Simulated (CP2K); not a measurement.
Consider sulfur hexafluoride at its PBE geometry (Å).

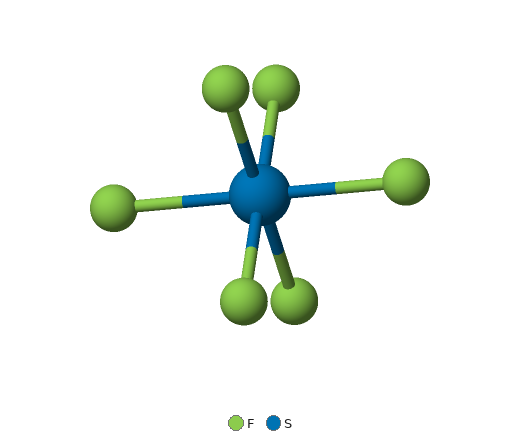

The molecule (fluorine green, sulfur blue).

```xyz
7

F     1.5894    0.0000    0.0000
S     0.0000    0.0000    0.0000
F    -1.5894    0.0000    0.0000
F     0.0000    1.5894    0.0000
F     0.0000   -1.5894    0.0000
F     0.0000    0.0000    1.5894
F     0.0000    0.0000   -1.5894
```

Method: CP2K XAS_TDP, all-electron GAPW, PBEh(45%), aug-cc-pVDZ, TDA, ZORA, spin–orbit coupling.

Predict the bright core excitations at the S L₂,₃ edge.

Leading lines: S2 171.10 eV. The leading line of an atom is its first one with 35 % of the strongest within 2.5 eV of its lowest line over the strength cut. 

The first six lines of each atom with a strength over 0.0003:

| atom | energy (eV) | states | strength, one atom |
| --- | --- | --- | --- |
| S2 (bonded to 6 F) | 171.10 | 3 | 0.0257 |
|  | 172.22 | 3 | 0.0438 |
|  | 178.26 | 8 | 0.0011 |
|  | 179.41 | 4 | 0.0006 |
|  | 181.20 | 16 | 0.0005 |
|  | 181.62 | 16 | 0.0013 |

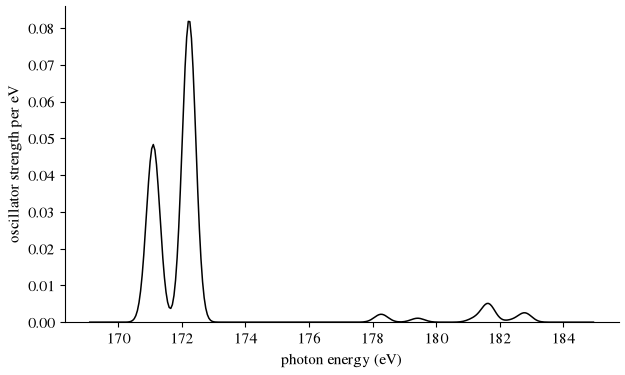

All atoms added, broadened by 0.5 eV.

Lines are vertical, at one geometry, with no vibrational structure. Without a correction of the core level, line positions, and the gaps between valence and Rydberg lines, follow the share of exact exchange. Rydberg lines, and the discretised continuum above threshold, depend on the basis and the box.

[Banner, clock and machine lines of the logs are left out without a mark of their own.]

[Logs are printed without paths, hosts, clocks, repeated set-up lines and the standing remarks that a program may print on its own settings, such as how far it seeks lower states.]

[Hosts, paths, dates, database ids (printed as entryN), source tags and the programs' standing remarks are cut or masked in the printed files.]
